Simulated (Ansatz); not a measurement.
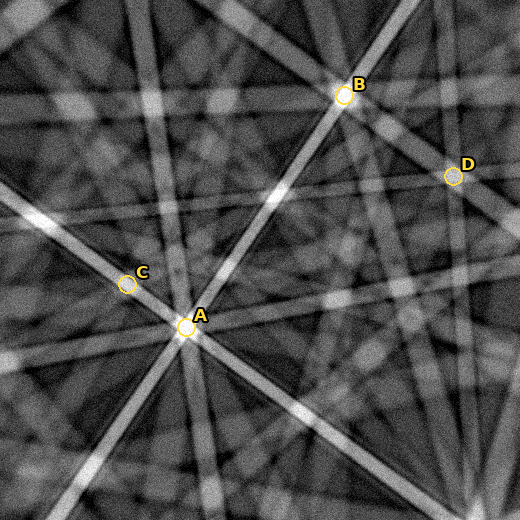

Simulated Kikuchi (electron backscatter) pattern at 20 kV: kinematic bands of width 2θ(Bragg) in gnomonic projection, seen from the camera side; the frame spans ±37° from its centre. Crystal: CdSi₂, space group P-3m1 (No. 164), a = 3.752 Å, c = 4.967 Å (hexagonal axes). Structure: the end point of a relaxation with DFT PBE, scalar-relativistic, plane waves, PAW in Ansatz; the starting structure was generated, so it need not be a known form of this composition.

Pole A is [121] and pole B is [-112].

Question: Index the poles C and D.

Answer: C is [232], 11.2° from A and 44.1° from B. D is [-111], 46.8° from A and 19.4° from B.

Question: Which band joins A and B, and how wide is it?

Answer: It comes from the planes common to both zones. The strongest order is 1 -1 1 with d = 2.719 Å, so the band is 2θ = 1.8° wide (λ = 0.0859 Å). Other orders of the same planes (2 -2 2) lie on the same centre line with other widths.
